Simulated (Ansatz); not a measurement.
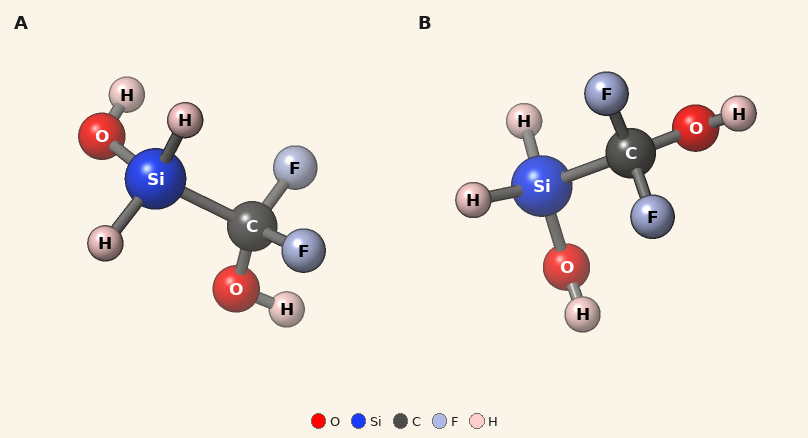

Depth is shown by fading: the farther an atom, the more it takes the colour of the background. Computed geometry: PBE0-D4/def2-TZVP optimisation.

Q: How are A and B related: the same structure turned, mirror images, conformers, diastereomers or constitutional isomers?

A: They are mirror images that no rotation superimposes: the geometry of CH4F2O2Si is chiral (C1), and the handedness lies in its shape, not in a labelled carbon stereocentre. Their energies are equal.
